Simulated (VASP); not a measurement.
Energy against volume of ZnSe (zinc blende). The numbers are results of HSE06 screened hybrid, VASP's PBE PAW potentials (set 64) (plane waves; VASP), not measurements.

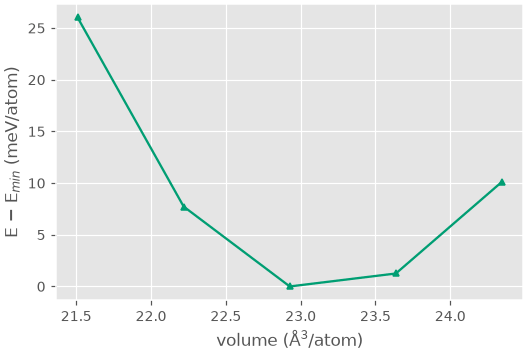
Energy against volume

Problem. Estimate the equilibrium volume and the bulk modulus.

Solution. The minimum lies near 23.2 Å³/atom, and the curvature gives B0 of about 63 GPa.

Measured: bulk modulus 62.4 GPa (computed value off by +0.2 %), as given by Cormac Toher et al., Physical Review Materials (2017), arXiv:1611.05714; a 5.668 Å (computed value off by +0.6 %), as given by Martin Albrecht et al., Physical review. B, Condensed matter (1997), arXiv:cond-mat/9706128. The calculation is for a static lattice, while the measured bulk modulus, a hold thermal and zero-point effects, which are part of the difference.

The compound is ZnSe in the zinc blende structure. It was relaxed first. The cell's shape comes from a PBE relaxation.
